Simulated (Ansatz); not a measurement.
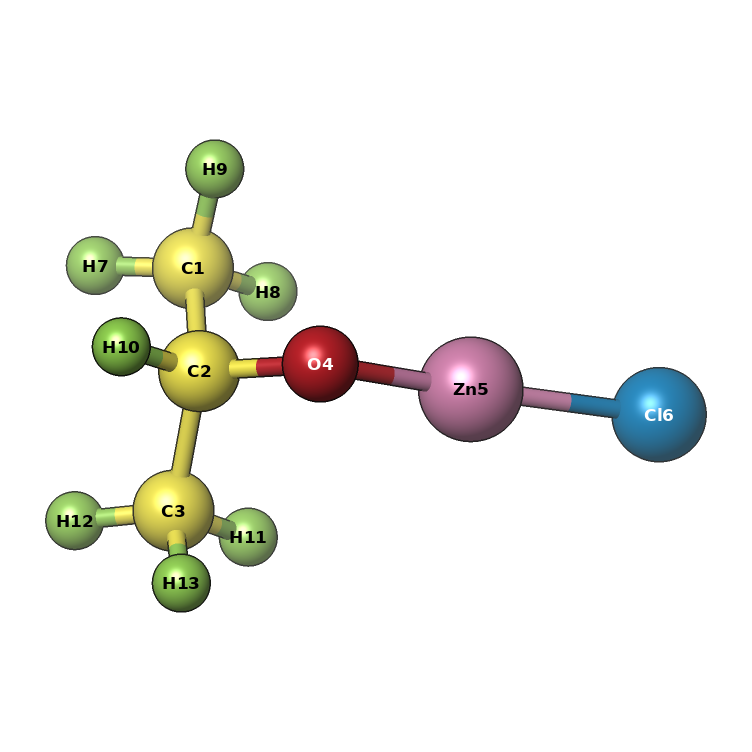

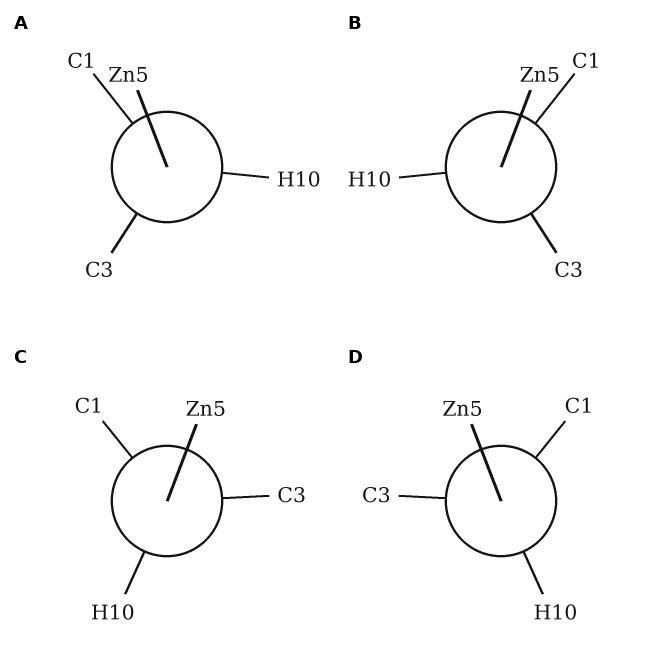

Atoms fade into the background with distance from the viewer. Bonds that would overlap in a projection are set slightly apart. The geometry was computed by an optimisation with PBE-D4/def2-SVP. No frequency run is at hand to confirm it as a minimum.

Question: Which Newman projection shows the view along O4–C2, with O4 in front?

Answer: C. The torsion angle Zn5–O4–C2–C1 is −60°, synclinal (gauche).
